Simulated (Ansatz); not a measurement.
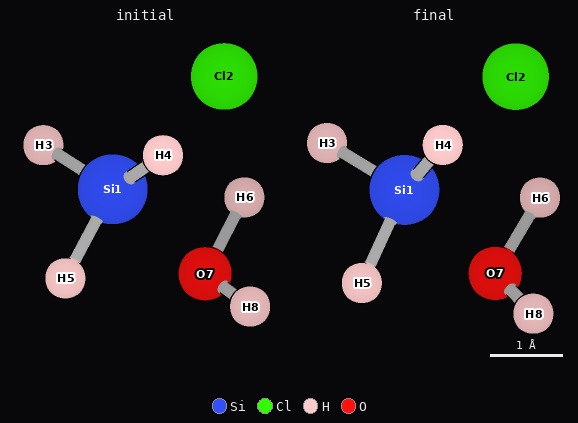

The structure of SiH₅OCl before (left) and after (right) a constrained relaxation, at one scale.

Style: ball-and-stick. Shown at a tilt.

The reaction that was planned forms Si1–O7, Cl2–H6 and breaks Si1–Cl2, H6–O7 (atoms numbered from 1 in input order).

Method: RKS PBE0-D4/def2-SVP (Ansatz). (held fixed: the distance between atoms 1 (Si) and 7 (O), the distance between atoms 2 (Cl) and 6 (H), the distance between atoms 1 (Si) and 2 (Cl), the distance between atoms 6 (H) and 7 (O), counting from 1; force threshold 0.08 eV/Å; at most 120 steps)

> Summarise the run.

The optimiser took 4 steps. The largest move after the best rigid fit is that of H4, 0.20 Å. Largest moves by element: H 0.20 Å, O 0.07 Å, Si 0.05 Å, Cl 0.04 Å. Among the contacts that change: Si1–H3 1.449 → 1.483 Å, Si1–H4 1.455 → 1.487 Å, Si1–H5 1.479 → 1.507 Å, O7–H8 0.957 → 0.970 Å. Among the angles between lasting bonds that change: H3–Si1–H4 132.9° → 120.8°, H6–O7–H8 108.2° → 111.4°.
